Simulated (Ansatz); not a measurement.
## Response to strain in Mo

Consider Mo in the bcc (W type) structure (space group Im-3m, No. 229; a = 3.1611 Å; relaxed with 0.1 eV smearing).

Strains are applied to the cell and any free atomic positions relax.

All numbers come from Ansatz (a first-principles code), PBE, PAW, cutoff 420 eV, without spin-orbit coupling.

Notes on the quantities. energy relative to the base: free energy F.

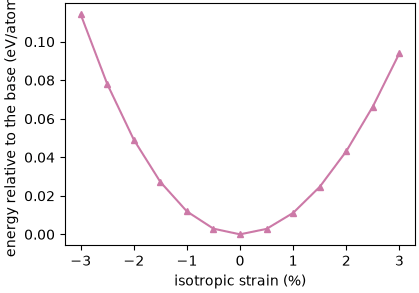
Fig. 1. Energy relative to the base against isotropic strain

**Question.** From the plot, what is the energy relative to the base for isotropic strain +0.50 %?

**Answer.** About 0.003 eV/atom.

**Question.** Is the trend monotonic over the range shown?

**Answer.** No, it turns within the range, spanning 0 meV/atom to +114 meV/atom.

No phonon test of stability was made. The final runs are not spin-polarised.
